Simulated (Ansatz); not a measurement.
# Molecular dynamics, with input and output: SiH$_{2}$Cl$_{2}$ (part 1 of 3)

The run: molecular dynamics of SiH$_{2}$Cl$_{2}$. Method and program: RKS B3LYP-D4/def2-mTZVP (Ansatz 0.2.0).

It belongs to a series of runs on one base structure; here: dynamics from the start. Figures and captions count atoms from 1; the log counts them from 0 in places.

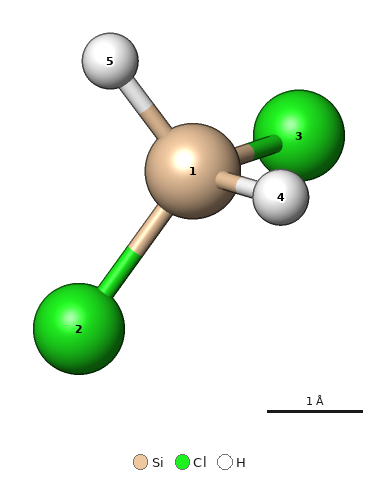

Fig. 1: The input geometry (ball-and-stick view, seen at a tilt; atoms are numbered from 1 in the order of the input). Bond lengths as drawn: Cl–Si 2.06 Å and H–Si 1.47 Å.

### Input
```yaml
crystal:
  periodic: [false, false, false]
  atoms:
    - { symbol: Si, position_ang: [0.007707, 0.0, 0.005507] }
    - { symbol: Cl, position_ang: [-0.016964, 0.0, 2.069788] }
    - { symbol: Cl, position_ang: [1.945964, 0.0, -0.705236] }
    - { symbol: H, position_ang: [-0.651753, 1.227852, -0.460879] }
    - { symbol: H, position_ang: [-0.651753, -1.227852, -0.460879] }
basis:
  gaussian: { orbitals: def2-mTZVP }
hamiltonian:
  xc: b3lyp
  dispersion: d4
md:
  timestep: 1.0
  n_steps: 300
  ensemble: nvt_langevin
  temperature: 300.0
  initial_velocities: maxwell_boltzmann
  seed: 185927
  friction: 0.01
  temperature_schedule:
    - { n_steps: 75, end_temperature: 300.0 }
    - { n_steps: 225, end_temperature: 10.0 }
```

Hardware: 1 thread of AMD EPYC (Zen 3), 32 GiB of memory available, shared host.

Launch command:
```bash
ansatz run input.yaml --threads 1 --pin off --max-ram 2048MiB --backend cpu --events-out ev --progress --plain --runs-dir out
```

### Output
```
Engine: ansatz 0.2.0, x86_64-unknown-linux-gnu
Functional definition: B3LYP
  parameter a0 = 0.2
  parameter ax = 0.72
  parameter ac = 0.81
  exchange = (1 - a0 - ax)*slater_x + ax*b88_x + a0*exact_x
  correlation = (1 - ac)*vwn_rpa_c + ac*lyp_c
699 factors; integrals over basis functions are off by at most 5.3e-4 eV
mean field evaluation 1: about -32959.4296 eV, gradient 1.4e1 eV
mean field evaluation 2: about -32959.6125 eV, gradient 1.3e1 eV
mean field evaluation 4: about -32959.9277 eV, gradient 6.6e-1 eV
mean field evaluation 8: about -32959.9288 eV, gradient 3.7e-3 eV
mean field -32959.92877851 eV, -1211.2550415680 hartree, gradient 5.8e-5 eV, S^2 0.000000; 0 other end points of the search recorded, 0 dependent functions left out
the calculation of the forces begins
reference -32959.92902547 eV, -1211.2550506437 hartree; 25, 25 occupied and 47, 47 virtual orbitals, 699 factors
md step     0: t =     0.00 fs  T =   240.0 K (target 300.0 K)  F+E_penalty+E_count = -32960.12931371 eV  E_kin = 0.155112 eV  (23 SCF iters)
these checks for a lower state are left out or cut short: starts, cluster_reference, orbital_swaps, neighbouring_geometries, increment
699 factors; integrals over basis functions are off by at most 5.2e-4 eV
mean field evaluation 16: about -32959.9220 eV, gradient 1.6e-2 eV
mean field -32959.92199957 eV, -1211.2547924466 hartree, gradient 1.4e-5 eV, S^2 0.000000; 0 other end points of the search recorded, 0 dependent functions left out
the calculation of the forces begins
reference -32959.92224649 eV, -1211.2548015207 hartree; 25, 25 occupied and 47, 47 virtual orbitals, 699 factors
md step     1: t =     1.00 fs  T =   226.8 K (target 300.0 K)  F+E_penalty+E_count = -32960.12258580 eV  E_kin = 0.146597 eV  (23 SCF iters, 3 dispersion substeps)
[... from here on the SCF iterations and repeated set-up lines of each step are left out, up to the last step ...]
md step     2: t =     2.00 fs  T =   200.0 K (target 300.0 K)  F+E_penalty+E_count = -32960.10641813 eV  E_kin = 0.129246 eV  (23 SCF iters, 3 dispersion substeps)
md step     3: t =     3.00 fs  T =   150.8 K (target 300.0 K)  F+E_penalty+E_count = -32960.09048606 eV  E_kin = 0.097445 eV  (23 SCF iters, 3 dispersion substeps)
md step     4: t =     4.00 fs  T =   152.5 K (target 300.0 K)  F+E_penalty+E_count = -32960.08269167 eV  E_kin = 0.098567 eV  (21 SCF iters, 3 dispersion substeps)
md step     5: t =     5.00 fs  T =   135.5 K (target 300.0 K)  F+E_penalty+E_count = -32960.08338743 eV  E_kin = 0.087557 eV  (24 SCF iters, 3 dispersion substeps)
md step     6: t =     6.00 fs  T =   121.4 K (target 300.0 K)  F+E_penalty+E_count = -32960.08310766 eV  E_kin = 0.078429 eV  (22 SCF iters, 3 dispersion substeps)
md step     7: t =     7.00 fs  T =    92.9 K (target 300.0 K)  F+E_penalty+E_count = -32960.07778960 eV  E_kin = 0.060049 eV  (23 SCF iters, 3 dispersion substeps)
md step     8: t =     8.00 fs  T =    76.7 K (target 300.0 K)  F+E_penalty+E_count = -32960.06918908 eV  E_kin = 0.049595 eV  (24 SCF iters, 3 dispersion substeps)
md step     9: t =     9.00 fs  T =    62.5 K (target 300.0 K)  F+E_penalty+E_count = -32960.05881249 eV  E_kin = 0.040416 eV  (23 SCF iters, 3 dispersion substeps)
md step    10: t =    10.00 fs  T =    63.3 K (target 300.0 K)  F+E_penalty+E_count = -32960.05090211 eV  E_kin = 0.040884 eV  (23 SCF iters, 3 dispersion substeps)
md step    11: t =    11.00 fs  T =    71.7 K (target 300.0 K)  F+E_penalty+E_count = -32960.04747292 eV  E_kin = 0.046365 eV  (21 SCF iters, 3 dispersion substeps)
md step    12: t =    12.00 fs  T =    58.3 K (target 300.0 K)  F+E_penalty+E_count = -32960.04934756 eV  E_kin = 0.037662 eV  (20 SCF iters, 3 dispersion substeps)
md step    13: t =    13.00 fs  T =    81.6 K (target 300.0 K)  F+E_penalty+E_count = -32960.05799457 eV  E_kin = 0.052714 eV  (24 SCF iters, 3 dispersion substeps)
md step    14: t =    14.00 fs  T =   108.6 K (target 300.0 K)  F+E_penalty+E_count = -32960.06731204 eV  E_kin = 0.070206 eV  (23 SCF iters, 3 dispersion substeps)
md step    15: t =    15.00 fs  T =   111.9 K (target 300.0 K)  F+E_penalty+E_count = -32960.06998942 eV  E_kin = 0.072291 eV  (23 SCF iters, 3 dispersion substeps)
md step    16: t =    16.00 fs  T =    94.9 K (target 300.0 K)  F+E_penalty+E_count = -32960.06457412 eV  E_kin = 0.061357 eV  (23 SCF iters, 3 dispersion substeps)
md step    17: t =    17.00 fs  T =    67.7 K (target 300.0 K)  F+E_penalty+E_count = -32960.05566318 eV  E_kin = 0.043761 eV  (23 SCF iters, 3 dispersion substeps)
md step    18: t =    18.00 fs  T =    71.3 K (target 300.0 K)  F+E_penalty+E_count = -32960.05268477 eV  E_kin = 0.046067 eV  (21 SCF iters, 3 dispersion substeps)
md step    19: t =    19.00 fs  T =    88.5 K (target 300.0 K)  F+E_penalty+E_count = -32960.05719171 eV  E_kin = 0.057200 eV  (22 SCF iters, 3 dispersion substeps)
md step    20: t =    20.00 fs  T =    86.6 K (target 300.0 K)  F+E_penalty+E_count = -32960.06613771 eV  E_kin = 0.055949 eV  (23 SCF iters, 3 dispersion substeps)
md step    21: t =    21.00 fs  T =    87.3 K (target 300.0 K)  F+E_penalty+E_count = -32960.07606879 eV  E_kin = 0.056416 eV  (24 SCF iters, 3 dispersion substeps)
md step    22: t =    22.00 fs  T =   109.0 K (target 300.0 K)  F+E_penalty+E_count = -32960.08298357 eV  E_kin = 0.070427 eV  (23 SCF iters, 3 dispersion substeps)
md step    23: t =    23.00 fs  T =   108.8 K (target 300.0 K)  F+E_penalty+E_count = -32960.08474396 eV  E_kin = 0.070290 eV  (23 SCF iters, 3 dispersion substeps)
md step    24: t =    24.00 fs  T =   113.4 K (target 300.0 K)  F+E_penalty+E_count = -32960.08228730 eV  E_kin = 0.073305 eV  (23 SCF iters, 3 dispersion substeps)
md step    25: t =    25.00 fs  T =   100.8 K (target 300.0 K)  F+E_penalty+E_count = -32960.07942000 eV  E_kin = 0.065150 eV  (22 SCF iters, 3 dispersion substeps)
md step    26: t =    26.00 fs  T =   103.6 K (target 300.0 K)  F+E_penalty+E_count = -32960.08180464 eV  E_kin = 0.066936 eV  (21 SCF iters, 3 dispersion substeps)
md step    27: t =    27.00 fs  T =   118.2 K (target 300.0 K)  F+E_penalty+E_count = -32960.09092934 eV  E_kin = 0.076403 eV  (22 SCF iters, 3 dispersion substeps)
md step    28: t =    28.00 fs  T =   137.8 K (target 300.0 K)  F+E_penalty+E_count = -32960.10136408 eV  E_kin = 0.089085 eV  (23 SCF iters, 3 dispersion substeps)
md step    29: t =    29.00 fs  T =   145.3 K (target 300.0 K)  F+E_penalty+E_count = -32960.10734223 eV  E_kin = 0.093915 eV  (23 SCF iters, 3 dispersion substeps)
md step    30: t =    30.00 fs  T =   160.7 K (target 300.0 K)  F+E_penalty+E_count = -32960.10739610 eV  E_kin = 0.103848 eV  (23 SCF iters, 3 dispersion substeps)
md step    31: t =    31.00 fs  T =   126.1 K (target 300.0 K)  F+E_penalty+E_count = -32960.10340288 eV  E_kin = 0.081495 eV  (23 SCF iters, 3 dispersion substeps)
md step    32: t =    32.00 fs  T =   126.8 K (target 300.0 K)  F+E_penalty+E_count = -32960.09903427 eV  E_kin = 0.081944 eV  (24 SCF iters, 3 dispersion substeps)
md step    33: t =    33.00 fs  T =   120.3 K (target 300.0 K)  F+E_penalty+E_count = -32960.09727734 eV  E_kin = 0.077738 eV  (23 SCF iters, 3 dispersion substeps)
md step    34: t =    34.00 fs  T =   133.5 K (target 300.0 K)  F+E_penalty+E_count = -32960.09752672 eV  E_kin = 0.086307 eV  (24 SCF iters, 3 dispersion substeps)
md step    35: t =    35.00 fs  T =   117.9 K (target 300.0 K)  F+E_penalty+E_count = -32960.09745556 eV  E_kin = 0.076179 eV  (23 SCF iters, 3 dispersion substeps)
md step    36: t =    36.00 fs  T =   117.3 K (target 300.0 K)  F+E_penalty+E_count = -32960.09402544 eV  E_kin = 0.075843 eV  (23 SCF iters, 3 dispersion substeps)
md step    37: t =    37.00 fs  T =   102.7 K (target 300.0 K)  F+E_penalty+E_count = -32960.08673151 eV  E_kin = 0.066388 eV  (23 SCF iters, 3 dispersion substeps)
md step    38: t =    38.00 fs  T =    84.4 K (target 300.0 K)  F+E_penalty+E_count = -32960.07908695 eV  E_kin = 0.054558 eV  (22 SCF iters, 3 dispersion substeps)
md step    39: t =    39.00 fs  T =   110.3 K (target 300.0 K)  F+E_penalty+E_count = -32960.07140493 eV  E_kin = 0.071300 eV  (24 SCF iters, 3 dispersion substeps)
md step    40: t =    40.00 fs  T =   126.9 K (target 300.0 K)  F+E_penalty+E_count = -32960.06437742 eV  E_kin = 0.082033 eV  (22 SCF iters, 3 dispersion substeps)
md step    41: t =    41.00 fs  T =   138.4 K (target 300.0 K)  F+E_penalty+E_count = -32960.06029471 eV  E_kin = 0.089460 eV  (23 SCF iters, 3 dispersion substeps)
md step    42: t =    42.00 fs  T =   109.8 K (target 300.0 K)  F+E_penalty+E_count = -32960.05782523 eV  E_kin = 0.070991 eV  (24 SCF iters, 3 dispersion substeps)
md step    43: t =    43.00 fs  T =   101.6 K (target 300.0 K)  F+E_penalty+E_count = -32960.05656805 eV  E_kin = 0.065668 eV  (23 SCF iters, 3 dispersion substeps)
md step    44: t =    44.00 fs  T =    95.6 K (target 300.0 K)  F+E_penalty+E_count = -32960.05728017 eV  E_kin = 0.061764 eV  (22 SCF iters, 3 dispersion substeps)
md step    45: t =    45.00 fs  T =   108.5 K (target 300.0 K)  F+E_penalty+E_count = -32960.06031787 eV  E_kin = 0.070117 eV  (23 SCF iters, 3 dispersion substeps)
md step    46: t =    46.00 fs  T =   143.6 K (target 300.0 K)  F+E_penalty+E_count = -32960.06308906 eV  E_kin = 0.092795 eV  (22 SCF iters, 3 dispersion substeps)
md step    47: t =    47.00 fs  T =   131.7 K (target 300.0 K)  F+E_penalty+E_count = -32960.06351282 eV  E_kin = 0.085112 eV  (23 SCF iters, 3 dispersion substeps)
md step    48: t =    48.00 fs  T =   137.2 K (target 300.0 K)  F+E_penalty+E_count = -32960.06287098 eV  E_kin = 0.088661 eV  (23 SCF iters, 3 dispersion substeps)
md step    49: t =    49.00 fs  T =   165.5 K (target 300.0 K)  F+E_penalty+E_count = -32960.06379766 eV  E_kin = 0.106941 eV  (22 SCF iters, 3 dispersion substeps)
md step    50: t =    50.00 fs  T =   168.5 K (target 300.0 K)  F+E_penalty+E_count = -32960.06729612 eV  E_kin = 0.108904 eV  (23 SCF iters, 3 dispersion substeps)
md step    51: t =    51.00 fs  T =   195.8 K (target 300.0 K)  F+E_penalty+E_count = -32960.07315508 eV  E_kin = 0.126571 eV  (22 SCF iters, 3 dispersion substeps)
md step    52: t =    52.00 fs  T =   229.7 K (target 300.0 K)  F+E_penalty+E_count = -32960.07895979 eV  E_kin = 0.148479 eV  (23 SCF iters, 3 dispersion substeps)
md step    53: t =    53.00 fs  T =   213.4 K (target 300.0 K)  F+E_penalty+E_count = -32960.08025433 eV  E_kin = 0.137916 eV  (22 SCF iters, 3 dispersion substeps)
md step    54: t =    54.00 fs  T =   190.6 K (target 300.0 K)  F+E_penalty+E_count = -32960.07621438 eV  E_kin = 0.123161 eV  (22 SCF iters, 3 dispersion substeps)
md step    55: t =    55.00 fs  T =   190.8 K (target 300.0 K)  F+E_penalty+E_count = -32960.06999862 eV  E_kin = 0.123296 eV  (23 SCF iters, 3 dispersion substeps)
md step    56: t =    56.00 fs  T =   193.1 K (target 300.0 K)  F+E_penalty+E_count = -32960.06472781 eV  E_kin = 0.124819 eV  (23 SCF iters, 3 dispersion substeps)
md step    57: t =    57.00 fs  T =   219.8 K (target 300.0 K)  F+E_penalty+E_count = -32960.06206208 eV  E_kin = 0.142086 eV  (23 SCF iters, 3 dispersion substeps)
md step    58: t =    58.00 fs  T =   217.0 K (target 300.0 K)  F+E_penalty+E_count = -32960.06148960 eV  E_kin = 0.140264 eV  (24 SCF iters, 3 dispersion substeps)
md step    59: t =    59.00 fs  T =   200.6 K (target 300.0 K)  F+E_penalty+E_count = -32960.06006748 eV  E_kin = 0.129658 eV  (23 SCF iters, 3 dispersion substeps)
md step    60: t =    60.00 fs  T =   185.7 K (target 300.0 K)  F+E_penalty+E_count = -32960.05506636 eV  E_kin = 0.120013 eV  (23 SCF iters, 3 dispersion substeps)
md step    61: t =    61.00 fs  T =   151.3 K (target 300.0 K)  F+E_penalty+E_count = -32960.04557492 eV  E_kin = 0.097766 eV  (23 SCF iters, 3 dispersion substeps)
md step    62: t =    62.00 fs  T =   135.2 K (target 300.0 K)  F+E_penalty+E_count = -32960.03404159 eV  E_kin = 0.087385 eV  (24 SCF iters, 3 dispersion substeps)
md step    63: t =    63.00 fs  T =   113.0 K (target 300.0 K)  F+E_penalty+E_count = -32960.02567037 eV  E_kin = 0.073033 eV  (23 SCF iters, 3 dispersion substeps)
md step    64: t =    64.00 fs  T =   112.5 K (target 300.0 K)  F+E_penalty+E_count = -32960.02364338 eV  E_kin = 0.072700 eV  (22 SCF iters, 3 dispersion substeps)
md step    65: t =    65.00 fs  T =   127.2 K (target 300.0 K)  F+E_penalty+E_count = -32960.02629316 eV  E_kin = 0.082229 eV  (22 SCF iters, 3 dispersion substeps)
md step    66: t =    66.00 fs  T =   151.6 K (target 300.0 K)  F+E_penalty+E_count = -32960.03131464 eV  E_kin = 0.097999 eV  (23 SCF iters, 3 dispersion substeps)
md step    67: t =    67.00 fs  T =   187.4 K (target 300.0 K)  F+E_penalty+E_count = -32960.03831193 eV  E_kin = 0.121088 eV  (22 SCF iters, 3 dispersion substeps)
md step    68: t =    68.00 fs  T =   212.1 K (target 300.0 K)  F+E_penalty+E_count = -32960.04599790 eV  E_kin = 0.137073 eV  (23 SCF iters, 3 dispersion substeps)
md step    69: t =    69.00 fs  T =   260.1 K (target 300.0 K)  F+E_penalty+E_count = -32960.05181610 eV  E_kin = 0.168113 eV  (22 SCF iters, 3 dispersion substeps)
md step    70: t =    70.00 fs  T =   245.1 K (target 300.0 K)  F+E_penalty+E_count = -32960.05426933 eV  E_kin = 0.158378 eV  (23 SCF iters, 3 dispersion substeps)
md step    71: t =    71.00 fs  T =   253.8 K (target 300.0 K)  F+E_penalty+E_count = -32960.05477713 eV  E_kin = 0.164024 eV  (23 SCF iters, 3 dispersion substeps)
md step    72: t =    72.00 fs  T =   248.1 K (target 300.0 K)  F+E_penalty+E_count = -32960.05511739 eV  E_kin = 0.160348 eV  (23 SCF iters, 3 dispersion substeps)
md step    73: t =    73.00 fs  T =   240.0 K (target 300.0 K)  F+E_penalty+E_count = -32960.05734166 eV  E_kin = 0.155134 eV  (22 SCF iters, 3 dispersion substeps)
md step    74: t =    74.00 fs  T =   270.7 K (target 300.0 K)  F+E_penalty+E_count = -32960.06137599 eV  E_kin = 0.174968 eV  (23 SCF iters, 3 dispersion substeps)
md step    75: t =    75.00 fs  T =   264.1 K (target 300.0 K)  F+E_penalty+E_count = -32960.06522166 eV  E_kin = 0.170667 eV  (22 SCF iters, 3 dispersion substeps)
md step    76: t =    76.00 fs  T =   274.8 K (target 299.4 K)  F+E_penalty+E_count = -32960.06394564 eV  E_kin = 0.177610 eV  (22 SCF iters, 3 dispersion substeps)
md step    77: t =    77.00 fs  T =   219.9 K (target 298.1 K)  F+E_penalty+E_count = -32960.05287857 eV  E_kin = 0.142127 eV  (23 SCF iters, 3 dispersion substeps)
md step    78: t =    78.00 fs  T =   162.3 K (target 296.8 K)  F+E_penalty+E_count = -32960.03534145 eV  E_kin = 0.104897 eV  (22 SCF iters, 3 dispersion substeps)
md step    79: t =    79.00 fs  T =   147.0 K (target 295.5 K)  F+E_penalty+E_count = -32960.01758038 eV  E_kin = 0.095012 eV  (22 SCF iters, 3 dispersion substeps)
md step    80: t =    80.00 fs  T =   140.8 K (target 294.2 K)  F+E_penalty+E_count = -32960.00546565 eV  E_kin = 0.090967 eV  (22 SCF iters, 3 dispersion substeps)
md step    81: t =    81.00 fs  T =   154.3 K (target 292.9 K)  F+E_penalty+E_count = -32960.00003480 eV  E_kin = 0.099744 eV  (23 SCF iters, 3 dispersion substeps)
md step    82: t =    82.00 fs  T =   164.4 K (target 291.6 K)  F+E_penalty+E_count = -32959.99989122 eV  E_kin = 0.106249 eV  (23 SCF iters, 3 dispersion substeps)
md step    83: t =    83.00 fs  T =   135.3 K (target 290.3 K)  F+E_penalty+E_count = -32960.00068443 eV  E_kin = 0.087452 eV  (24 SCF iters, 3 dispersion substeps)
md step    84: t =    84.00 fs  T =   122.8 K (target 289.0 K)  F+E_penalty+E_count = -32959.99957580 eV  E_kin = 0.079378 eV  (24 SCF iters, 3 dispersion substeps)
md step    85: t =    85.00 fs  T =   134.1 K (target 287.8 K)  F+E_penalty+E_count = -32959.99786947 eV  E_kin = 0.086693 eV  (24 SCF iters, 3 dispersion substeps)
md step    86: t =    86.00 fs  T =   129.0 K (target 286.5 K)  F+E_penalty+E_count = -32959.99716618 eV  E_kin = 0.083375 eV  (23 SCF iters, 3 dispersion substeps)
md step    87: t =    87.00 fs  T =   130.0 K (target 285.2 K)  F+E_penalty+E_count = -32960.00198652 eV  E_kin = 0.084019 eV  (20 SCF iters, 3 dispersion substeps)
md step    88: t =    88.00 fs  T =   142.2 K (target 283.9 K)  F+E_penalty+E_count = -32960.01302796 eV  E_kin = 0.091900 eV  (22 SCF iters, 3 dispersion substeps)
md step    89: t =    89.00 fs  T =   159.8 K (target 282.6 K)  F+E_penalty+E_count = -32960.02733207 eV  E_kin = 0.103279 eV  (23 SCF iters, 3 dispersion substeps)
md step    90: t =    90.00 fs  T =   162.8 K (target 281.3 K)  F+E_penalty+E_count = -32960.04277637 eV  E_kin = 0.105221 eV  (23 SCF iters, 3 dispersion substeps)
md step    91: t =    91.00 fs  T =   186.3 K (target 280.0 K)  F+E_penalty+E_count = -32960.05478308 eV  E_kin = 0.120382 eV  (23 SCF iters, 3 dispersion substeps)
md step    92: t =    92.00 fs  T =   185.9 K (target 278.7 K)  F+E_penalty+E_count = -32960.06201126 eV  E_kin = 0.120132 eV  (23 SCF iters, 3 dispersion substeps)
md step    93: t =    93.00 fs  T =   186.3 K (target 277.4 K)  F+E_penalty+E_count = -32960.06670226 eV  E_kin = 0.120420 eV  (23 SCF iters, 3 dispersion substeps)
md step    94: t =    94.00 fs  T =   212.3 K (target 276.2 K)  F+E_penalty+E_count = -32960.07138688 eV  E_kin = 0.137191 eV  (22 SCF iters, 3 dispersion substeps)
md step    95: t =    95.00 fs  T =   226.6 K (target 274.9 K)  F+E_penalty+E_count = -32960.07696462 eV  E_kin = 0.146437 eV  (23 SCF iters, 3 dispersion substeps)
md step    96: t =    96.00 fs  T =   205.3 K (target 273.6 K)  F+E_penalty+E_count = -32960.08152801 eV  E_kin = 0.132705 eV  (23 SCF iters, 3 dispersion substeps)
md step    97: t =    97.00 fs  T =   201.8 K (target 272.3 K)  F+E_penalty+E_count = -32960.08249379 eV  E_kin = 0.130453 eV  (23 SCF iters, 3 dispersion substeps)
md step    98: t =    98.00 fs  T =   226.0 K (target 271.0 K)  F+E_penalty+E_count = -32960.07864809 eV  E_kin = 0.146064 eV  (23 SCF iters, 3 dispersion substeps)
md step    99: t =    99.00 fs  T =   207.8 K (target 269.7 K)  F+E_penalty+E_count = -32960.07230414 eV  E_kin = 0.134307 eV  (23 SCF iters, 3 dispersion substeps)
md step   100: t =   100.00 fs  T =   179.8 K (target 268.4 K)  F+E_penalty+E_count = -32960.06685663 eV  E_kin = 0.116197 eV  (23 SCF iters, 3 dispersion substeps)
md step   101: t =   101.00 fs  T =   178.8 K (target 267.1 K)  F+E_penalty+E_count = -32960.06233380 eV  E_kin = 0.115528 eV  (23 SCF iters, 3 dispersion substeps)
md step   102: t =   102.00 fs  T =   198.8 K (target 265.8 K)  F+E_penalty+E_count = -32960.05789171 eV  E_kin = 0.128508 eV  (23 SCF iters, 3 dispersion substeps)
md step   103: t =   103.00 fs  T =   180.2 K (target 264.6 K)  F+E_penalty+E_count = -32960.05530675 eV  E_kin = 0.116434 eV  (23 SCF iters, 3 dispersion substeps)
md step   104: t =   104.00 fs  T =   166.2 K (target 263.3 K)  F+E_penalty+E_count = -32960.05615261 eV  E_kin = 0.107406 eV  (21 SCF iters, 3 dispersion substeps)
md step   105: t =   105.00 fs  T =   161.3 K (target 262.0 K)  F+E_penalty+E_count = -32960.06010104 eV  E_kin = 0.104250 eV  (23 SCF iters, 3 dispersion substeps)
md step   106: t =   106.00 fs  T =   185.7 K (target 260.7 K)  F+E_penalty+E_count = -32960.06374690 eV  E_kin = 0.120029 eV  (22 SCF iters, 3 dispersion substeps)
```
